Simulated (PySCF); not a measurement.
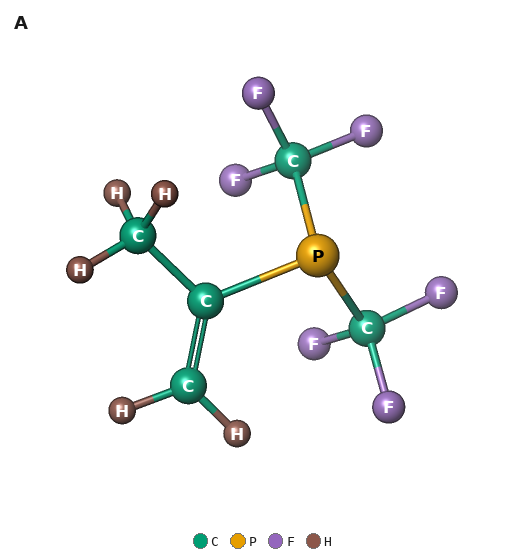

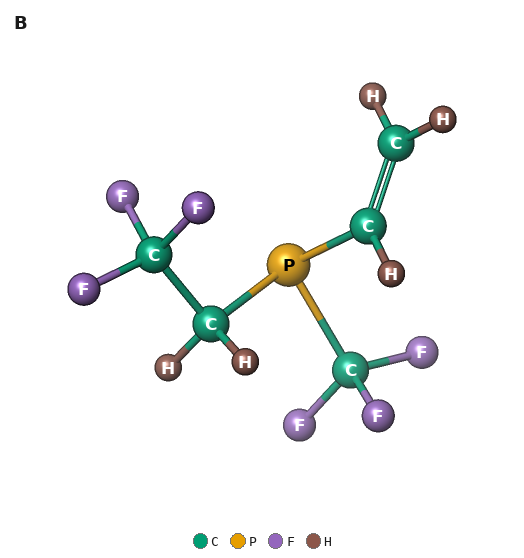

2 stationary structures of one formula. Geometries: GFN2-xTB. Electronic energies: PBE0/pcSseg-1 (PySCF 2.14.0), without zero-point energy. No frequency run is at hand to confirm each as a minimum. Each is one conformer, not always the lowest.

Question: How are they related?

Answer: They are constitutional isomers of C5H5F6P: A `C=C(C)P(C(F)(F)F)C(F)(F)F`, B `C=CP(CC(F)(F)F)C(F)(F)F`.

Question: Rank them by energy, lowest first.

Answer: B is lowest; A lies 0.449 eV above it.

The geometry is semi-empirical. Around P such bond lengths and angles can be off by a tenth of an ångström or more and by several degrees, and values that hang on the shape move with them.
